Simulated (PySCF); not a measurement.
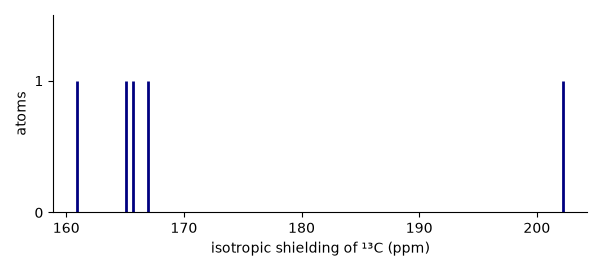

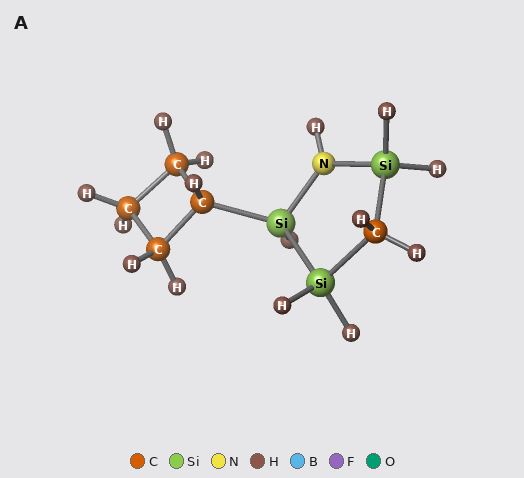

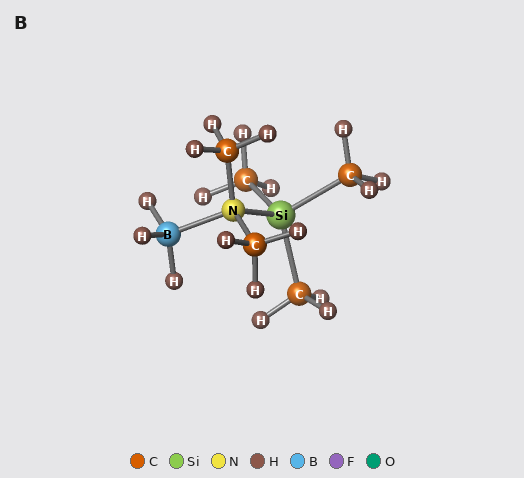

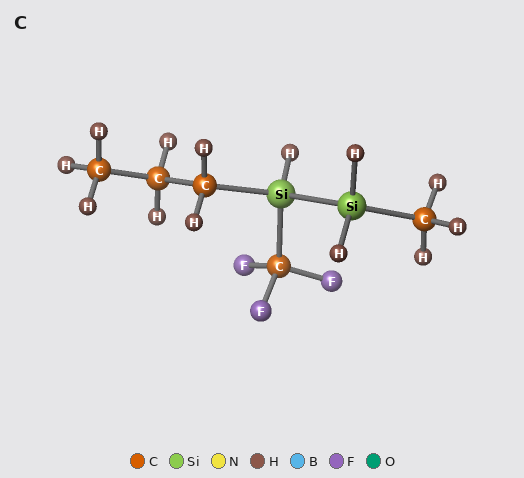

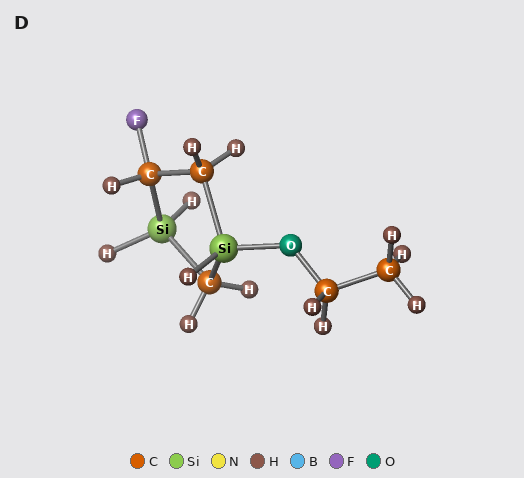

The sticks are computed shieldings of one of the molecules, for one fixed geometry (GFN2-xTB) without averaging over rotations. Low shielding means a high chemical shift. Method: GIAO PBE0/pcSseg-1 NMR shielding, non-relativistic, gas phase (PySCF 2.14.0).

**Which molecule gives this pattern?**

A, `C1CC([Si@H]2N[SiH2]C[SiH2]2)C1`. Its 5 C atoms give lines at 161.0, 165.0, 165.7, 166.9, 202.2 ppm.

The geometry is semi-empirical. Around B, Si such bond lengths and angles can be off by a tenth of an ångström or more and by several degrees, and values that hang on the shape move with them.
